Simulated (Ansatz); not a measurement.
# BHLYP/def2-SVPD (core potential) run of InCNF2 (SMILES N#[C][In]([F])[F])

What is the electronic atomisation energy of InCNF2 at BHLYP/def2-SVPD (core potential)? 

Program for the calculation: Ansatz 0.2.0.

45 further runs of the same task are left out: 1 that didn't finish, 44 set aside as unsound or not needed. Runs told in other sessions of the task aren't counted.

## (1) Starting point

The species is InCNF2 (5 atoms), meant as a singlet with charge 0. SMILES: `N#[C][In]([F])[F]`. The coordinates come from a PBE0-D4/def2-TZVP relaxation.

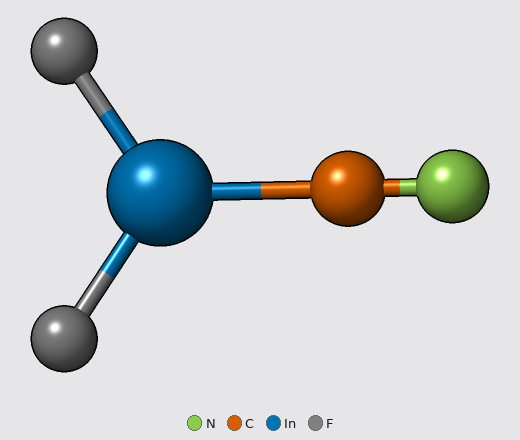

The structure, seen from a chosen angle (nitrogen green, carbon orange, indium blue, fluorine grey).

## (2) A single-point energy at BHLYP/def2-SVPD (core potential)

job.yaml

```yaml
crystal:
  periodic: [false, false, false]
  atoms:
    - {symbol: N, position_ang: [1.298000, -1.592200, 1.589600]}
    - {symbol: C, position_ang: [0.724900, -0.890300, 0.878600]}
    - {symbol: In, position_ang: [-0.306000, 0.372300, -0.400300]}
    - {symbol: F, position_ang: [-1.872100, -0.154800, -1.375500]}
    - {symbol: F, position_ang: [0.205100, 2.191400, -0.733700]}
basis:
  gaussian:
    orbitals: def2-SVPD
total_charge: 0
hamiltonian:
  xc: {name: BHLYP}
accuracy: high
output: {orbitals: {seedname: orbitals}}
```

Launch:

```console
$ ansatz run job.yaml --threads 1 --pin off --max-ram 3480MiB --events-out events.jsonl --progress --plain --runs-dir runs
```

The log of the run:

```text
Warning: RAYON_NUM_THREADS=1 ignored (pool sized by the plan → 1); use --threads N
Functional definition: BHLYP
  name "BHLYP"
  parameter a = 0.5
  exchange = (1 - a)*b88_x + a*exact_x
  correlation = lyp_c
2489 factors; integrals over basis functions are off by at most 2.9e-9 eV
mean field evaluation 1: about -13116.2433 eV, gradient 6.1e1 eV
mean field evaluation 2: about -13107.4110 eV, gradient 9.6e1 eV
mean field evaluation 4: about -13123.2545 eV, gradient 4.4e0 eV
mean field evaluation 8: about -13123.5912 eV, gradient 3.6e-1 eV
mean field evaluation 16: about -13123.5916 eV, gradient 1.2e-4 eV
mean field -13123.59160478 eV, -482.2830959857 hartree, gradient 5.7e-8 eV, S^2 0.000000; 0 other end points of the search recorded, 0 dependent functions left out
reference -13123.59163346 eV, -482.2830970399 hartree; 26, 26 occupied and 92, 92 virtual orbitals, 2489 factors
Total energy: -13123.59163346 eV, -482.2830970399 hartree
```

It took 14 s on 1 thread of Arm Neoverse V1, shared host; peak memory 0.46 GiB.

## (3) The C atom at the same level

job.yaml

```yaml
crystal:
  periodic: [false, false, false]
  atoms:
    - {symbol: C, position_ang: [0.000000, 0.000000, 0.000000]}
basis:
  gaussian: {orbitals: def2-SVPD}
magnetization: {spin_polarized: true, initial_magnetization: 2}
hamiltonian: {xc: {name: BHLYP}}
accuracy: high
```

Launch:

```console
$ ansatz run job.yaml --threads 1 --pin off --max-ram 3480MiB --events-out events.jsonl --progress --plain --runs-dir runs
```

The log of the run:

```text
Warning: RAYON_NUM_THREADS=1 ignored (pool sized by the plan → 1); use --threads N
[... 5 set-up lines as earlier in the session ...]
163 factors; integrals over basis functions are off by at most 3.2e-9 eV
mean field evaluation 1: about -1028.5738 eV, gradient 3.6e0 eV
mean field evaluation 2: about -1028.6597 eV, gradient 7.0e-1 eV
mean field evaluation 4: about -1028.6655 eV, gradient 5.0e-2 eV
mean field evaluation 8: about -1028.6655 eV, gradient 2.3e-4 eV
mean field -1028.66549907 eV, -37.8027598362 hartree, gradient 3.1e-8 eV, S^2 2.005053; 0 other end points of the search recorded, 0 dependent functions left out
reference -1028.66551596 eV, -37.8027604571 hartree; 4, 2 occupied and 16, 18 virtual orbitals, 163 factors
Total energy: -1028.66551596 eV, -37.8027604571 hartree
```

Wall time 0.32 s (1 thread of Arm Neoverse V1, shared host).

## (4) The F atom, same level

input.yaml

```yaml
crystal:
  periodic: [false, false, false]
  atoms:
    - symbol: F
      position_ang: [0.000000, 0.000000, 0.000000]
basis:
  gaussian: {orbitals: def2-SVPD}
magnetization: {spin_polarized: true, initial_magnetization: 1}
hamiltonian: {xc: {name: BHLYP}}
accuracy: high
```

Run the same way, it converges to -99.62600 Eh (log not shown).

## (5) The In atom

run.yaml

```yaml
crystal:
  periodic: [false, false, false]
  atoms:
    - symbol: In
      position_ang: [0.000000, 0.000000, 0.000000]
basis:
  gaussian: {orbitals: def2-SVPD}
magnetization: {spin_polarized: true, initial_magnetization: 1}
hamiltonian: {xc: {name: BHLYP}}
accuracy: high
```

Run the same way, it converges to -190.03614 Eh (log not shown).

## (6) The N atom, same level

run.yaml

```yaml
basis:
  gaussian:
    orbitals: def2-SVPD
crystal:
  periodic: [false, false, false]
  atoms:
    - {symbol: "N", position_ang: [0.000000, 0.000000, 0.000000]}
total_charge: 0
magnetization:
  spin_polarized: true
  initial_magnetization: 3
hamiltonian:
  xc: {name: BHLYP}
accuracy: high
```

Run the same way, it converges to -54.52585 Eh (log not shown).

## (7) What came out

At BHLYP/def2-SVPD (core potential):

```
                     quantity          value
       molecule: total energy  -482.28310 Eh
        molecule: HOMO energy      -12.13 eV
        molecule: LUMO energy       -2.11 eV
      molecule: HOMO–LUMO gap       10.01 eV
         C atom: total energy   -37.80276 Eh
                 C atom: ⟨S²⟩          2.005
         F atom: total energy   -99.62600 Eh
                 F atom: ⟨S²⟩          0.752
        In atom: total energy  -190.03614 Eh
                In atom: ⟨S²⟩          0.754
         N atom: total energy   -54.52585 Eh
                 N atom: ⟨S²⟩          3.755
electronic atomisation energy      18.132 eV
```

In words: Taking the molecule apart into free atoms costs 18.13 eV (418 kcal/mol), before zero-point energy and without spin-orbit coupling.
